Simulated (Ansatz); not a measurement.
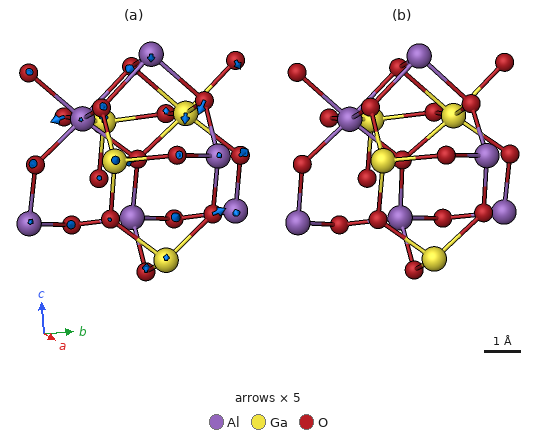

The structure of a crystal of Al$_{18}$Ga$_{30}$O$_{72}$ (a generated structure, set up in P1) before (left) and after (right) a relaxation, at one scale. The blue arrows give the displacements, 5 times their true length.

The picture is a ball-and-stick view of the atoms within 4.2 Å of the atom that moves most (axes of the cell of the calculation), seen slightly off an axis.

These are results of DFT, PBEsol, PAW, plane waves (Ansatz 0.2.0), not measurements. (plane-wave cutoff 420 eV; k-point mesh 1 × 1 × 1; mesh shifted by (0.25, 0.25, 0.25); no spin polarisation; cell relaxed at fixed alpha, beta, gamma; force threshold 0.03 eV/Å; at most 80 steps)

**What changed between the two?**

The energy falls by 28.4 meV per atom in 6 geometry steps. The largest force component goes from 2.2 to 0.0033 eV/Å. Pressure: 1.27 GPa at the start and 0.01 GPa at the end. An O atom moves most relative to the cell: 0.12 Å along [−2 −2 −1]. By element the largest moves are O 0.12 Å, Ga 0.09 Å, Al 0.07 Å. The drawn cell changes as follows: a 12.101 → 12.109 Å (+0.1 %), b 8.996 → 8.995 Å (0.0 %), c 11.488 → 11.489 Å (0.0 %); the volume changes by +0.1 %. Some distances before and after: Al–O 2.039 → 1.955 Å, Al–O 1.857 → 1.780 Å, Ga–O 1.756 → 1.831 Å, Al–O 2.065 → 1.991 Å. Bond angles that change, for instance: O–Ga–O 101.0° → 107.1°, Al–O–Al 121.5° → 126.7°, O–Al–O 111.4° → 115.7°. The space group stays P1 (No. 1).
